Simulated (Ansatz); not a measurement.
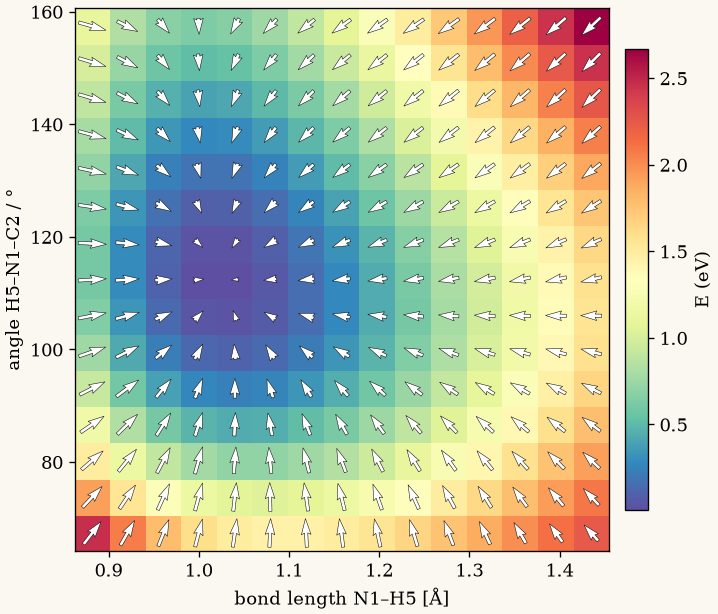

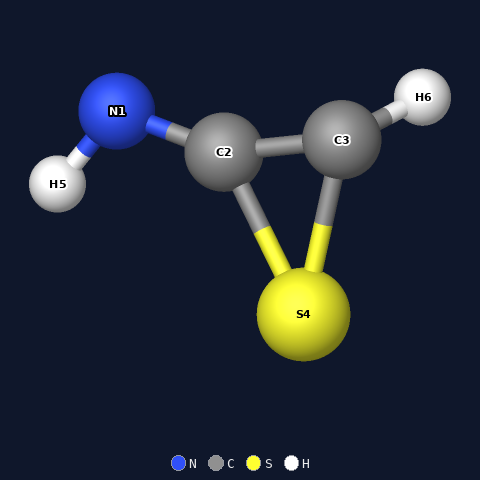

Energy landscape of C₂H₂NS, charge −1. Coordinates scanned: (1) bond length N1–H5; (2) angle H5–N1–C2. Nothing is relaxed (all other coordinates rigid). The grid has 15 × 15 points. Points are written as (first, second). All energies are given in eV relative to the relaxed molecule at the same level. All numbers below come from Ansatz 0.2.0, RKS SPW92 (LDA)/def2-SVPD.

The picture shows one coloured cell a grid point, arrows along the force (downhill), their lengths compressed. The second picture is the structure at the lowest point.

**Summarise what can be read from the map.**

The lowest grid point is at (1.040 Å, 112.4°), 0.0044 eV from the relaxed molecule at the same level. It is the only kind of minimum in the scanned range. The highest grid point, (1.435 Å, 157.4°), lies 2.66 eV above the lowest. Round the minimum the two coordinates are weakly coupled (coupling 0.12 in units of the two stiffnesses).

Each point was launched as `ansatz run input.yaml --threads 1 --pin off --max-ram 2560MiB --backend cpu --events-out ev --progress --plain --runs-dir out`. The whole map (225 points run) took 6.7 min on 1 thread of Arm Neoverse V2 (shared host).
